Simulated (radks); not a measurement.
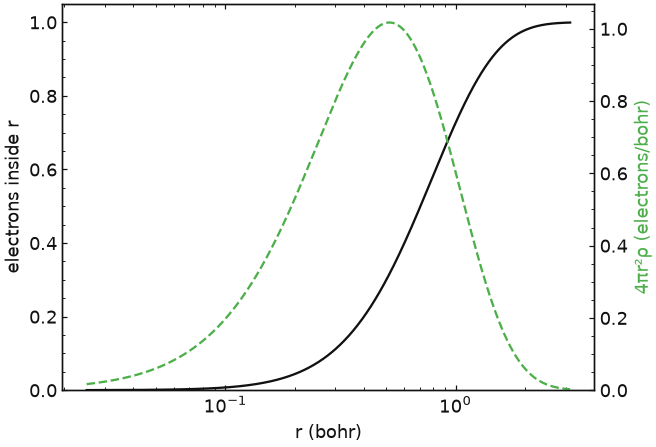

The helium ion He⁺; electrons: 1s1. Computed with the in-house radial solver radks: Dirac Kohn-Sham, LDA (Slater exchange, Perdew-Wang correlation), spin-unpolarised, spherical densities, finite nucleus.

```
Z 2
configuration 1s1
relativity Dirac
functional lda,pw
spin unpolarised
j_filling average
nucleus finite rms 1.6755 fm
c 137.035999084
```

The plot shows the number of electrons inside radius r (solid) and the radial density 4πr²ρ (dashed).

> What does the plot show?

The count levels off at 1 electrons. Half of them lie within 0.704 bohr, 90 % within 1.42 bohr and 99 % within 2.27 bohr. The radial density has a single maximum, so no shell boundary shows.
